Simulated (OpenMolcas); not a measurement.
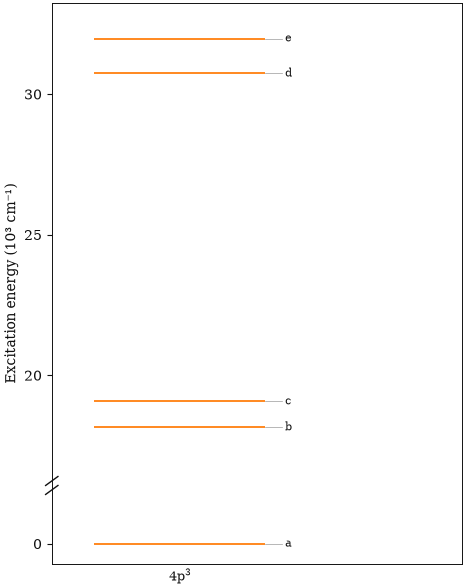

Figure 1. The lowest computed levels of Br²⁺ (bromine, Z = 35), 5 of them lettered. a: 4p³ ⁴S°₃/₂ at 0; b: 4p³ ²D°₃/₂ at 18,200 cm⁻¹; c: 4p³ ²D°₅/₂ at 19,100 cm⁻¹; d: 4p³ ²P°₁/₂ at 30,700 cm⁻¹; e: 4p³ ²P°₃/₂ at 32,000 cm⁻¹.

**Br²⁺: multiconfigurational calculation**

- system: Br²⁺.
- method: state-averaged SS-CASPT2, IPEA shift 0, imaginary shift 0.1 hartree, closed shells 3s 3p 3d 4s correlated, active space 3 electrons in the shell 4p, basis ANO-R1, X2C scalar Hamiltonian, spin-orbit coupling by RASSI with atomic mean-field integrals (OpenMolcas)

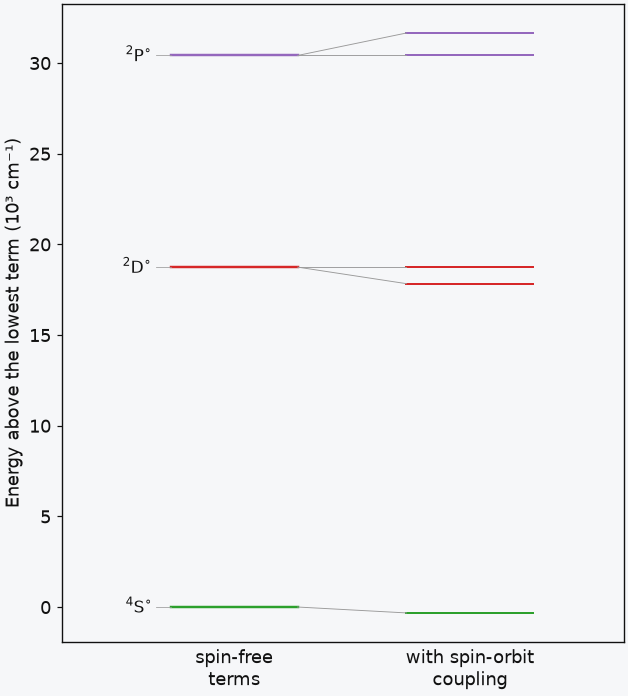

Figure 2. Terms of Br²⁺ (bromine, Z = 35) without and with spin-orbit coupling; the J values are left off. ⁴S° (at 0) gives the one level J = 3/2; ²D° (at 18,700 cm⁻¹) splits over 914 cm⁻¹ into J = 3/2, 5/2 from the bottom up (normal); ²P° (at 30,400 cm⁻¹) splits over 1,240 cm⁻¹ into J = 1/2, 3/2 from the bottom up (normal). The ground level lies 326 cm⁻¹ below the lowest term.

These pictures come from the run below.

The input:
```
&GATEWAY
Coord
1

Br 0.0 0.0 0.0
Basis=ANO-R1
Group=XYZ
NoMove
AngMom=0.0 0.0 0.0
AMFI
&SEWARD
&RASSCF
FileOrb=start.orb
Symmetry=2
Spin=4
nActEl=3 0 0
Inactive=9 6
Ras2=0 3
CIRoot=1 1 1
SDav=1
CIMx=300
Iter=120 100
PrWF=0.3
OrbListing=Nothing
MaxOrb=0
Atom
>>> COPY $Project.JobIph JOB001
&RASSCF
FileOrb=start.orb
Symmetry=2
Spin=2
nActEl=3 0 0
Inactive=9 6
Ras2=0 3
CIRoot=8 8 1
SDav=8
CIMx=300
Iter=120 100
PrWF=0.3
OrbListing=Nothing
MaxOrb=0
Atom
>>> COPY $Project.JobIph JOB002
&RASSI
NrOfJobIphs=2 1 8
1
1 2 3 4 5 6 7 8
IphNames
JOB001
JOB002
EJob
SpinOrbit
DIPRint=1.0
SOCoupling=1000.0
Subsets=2
MEES
Property=10
'ANGMOM' 1 'ANGMOM' 2 'ANGMOM' 3 'MLTPL  1' 1 'MLTPL  1' 2 'MLTPL  1' 3
'AMFI' 1 'AMFI' 2 'AMFI' 3 'MLTPL  2' 6
SOProperty=3
'ANGMOM' 1 'ANGMOM' 2 'ANGMOM' 3
>>> COPY JOB001 $Project.JobIph
&CASPT2
Multistate=1 1
Frozen=2 3
IPEA=0.0
Imaginary=0.1
MaxIter=60
WThr=0.0 0.3 0.05
PrWF=0.5
NoMix
>>> COPY JOB002 $Project.JobIph
&CASPT2
Multistate=8 1 2 3 4 5 6 7 8
Frozen=2 3
IPEA=0.0
Imaginary=0.1
MaxIter=60
WThr=0.0 0.3 0.05
PrWF=0.5
NoMix
```

The file start.orb holds starting orbitals from an earlier step. A driver script formed the levels outside the program, from RASSI's spin-orbit matrix and the CASPT2 energies (for multi-state variants, the effective Hamiltonian), averaged over the components of each term or state. The log and the time are those of the CASPT2 step.

The program's output (extracts):
```
--- CASPT2 ---
Orbital specifications:
      -----------------------

      Symmetry species                           1   2
                                                ag  au
      Frozen orbitals                            2   3
      Inactive orbitals                          7   3
      Active orbitals                            0   3
      Secondary orbitals                        11  10
      Deleted orbitals                           0   0
      Number of basis functions                 20  19
Type of calculation                        SS-CASPT2
      Fock operator                              state-specific
      IPEA shift                                 0.00
      Real shift                                 0.00
      Imaginary shift                            0.10
      The input orbitals will be transformed to quasi-canonical
Reference energy:       -2603.3541000011
      E2 (Non-variational):      -0.4676713988
      Shift correction:          -0.0002029093
      E2 (Variational):          -0.4678743082
      Total energy:           -2603.8219743093
      Residual norm:              0.0000005219
      Reference weight:           0.94374
      Contributions to the CASPT2 correlation energy
      Active & Virtual Only:         -0.0179092239
      One Inactive Excited:          -0.0784745719
      Two Inactive Excited:          -0.3712876031
::    CASPT2 Root  1     Total energy:  -2603.82197431
--- CASPT2 ---
Orbital specifications:
      -----------------------

      Symmetry species                           1   2
                                                ag  au
      Frozen orbitals                            2   3
      Inactive orbitals                          7   3
      Active orbitals                            0   3
      Secondary orbitals                        11  10
      Deleted orbitals                           0   0
      Number of basis functions                 20  19
Type of calculation                        MS-CASPT2
      Fock operator                              state-specific
      IPEA shift                                 0.00
      Real shift                                 0.00
      Imaginary shift                            0.10
      The input orbitals will be transformed to quasi-canonical
Reference energy:       -2603.2621274814
      E2 (Non-variational):      -0.4742280819
      Shift correction:          -0.0002199375
      E2 (Variational):          -0.4744480194
      Total energy:           -2603.7365755008
      Residual norm:              0.0000002280
      Reference weight:           0.94097
      Contributions to the CASPT2 correlation energy
      Active & Virtual Only:         -0.0201509905
      One Inactive Excited:          -0.0817696501
      Two Inactive Excited:          -0.3723074413
Reference energy:       -2603.2621274814
      E2 (Non-variational):      -0.4742280817
      Shift correction:          -0.0002199381
      E2 (Variational):          -0.4744480199
      Total energy:           -2603.7365755013
      Residual norm:              0.0000002283
      Reference weight:           0.94097
      Contributions to the CASPT2 correlation energy
      Active & Virtual Only:         -0.0201509905
      One Inactive Excited:          -0.0817696500
      Two Inactive Excited:          -0.3723074413
::    CASPT2 Root  1     Total energy:  -2603.73657550
::    CASPT2 Root  2     Total energy:  -2603.73657550
::    CASPT2 Root  3     Total energy:  -2603.73657550
::    CASPT2 Root  4     Total energy:  -2603.73657550
::    CASPT2 Root  5     Total energy:  -2603.73657550
::    CASPT2 Root  6     Total energy:  -2603.68340350
::    CASPT2 Root  7     Total energy:  -2603.68340350
::    CASPT2 Root  8     Total energy:  -2603.68340350
::    MS-CASPT2 Root  1     Total energy:  -2603.73657581
::    MS-CASPT2 Root  2     Total energy:  -2603.73657550
::    MS-CASPT2 Root  3     Total energy:  -2603.73657550
::    MS-CASPT2 Root  4     Total energy:  -2603.73657550
::    MS-CASPT2 Root  5     Total energy:  -2603.73657519
::    MS-CASPT2 Root  6     Total energy:  -2603.68340350
::    MS-CASPT2 Root  7     Total energy:  -2603.68340350
::    MS-CASPT2 Root  8     Total energy:  -2603.68340350
```

Spin-orbit levels, grouped by J and assigned:

| Configuration | Level | E (cm⁻¹) | LS purity (%) | Landé g |
| --- | --- | --- | --- | --- |
| 4p³ | ⁴S°₃/₂ | 0 | 99 | 1.995 |
| 4p³ | ²D°₃/₂ | 18,160 | 93 | 0.837 |
| 4p³ | ²D°₅/₂ | 19,070 | 100 | 1.200 |
| 4p³ | ²P°₁/₂ | 30,740 | 100 | 0.666 |
| 4p³ | ²P°₃/₂ | 31,980 | 92 | 1.305 |

Results in brief:

| quantity | value |
| --- | --- |
| outcome | converged |
| lowest level | 4p³ ⁴S°₃/₂ |
| first excited level | 4p³ ²D°₃/₂, 18,155 cm⁻¹ |
| energy of the lowest spin-free term | −2603.82197 hartree |
| energy of the lowest spin-orbit level | −2603.82346 hartree |
| CASPT2 correlation energy | −0.4679 hartree |
| largest spread among components of a term | 0.0 cm⁻¹ |
| lowest reference weight | 0.937 |
| hardware | 1 CPU thread, shared host |
| wall time | 1.1 s |

Notes:

The run is of multi-state type; this report uses its single-state energies. Limits: closed s shell leaves the highest p terms too high; only configurations of the active space are included.
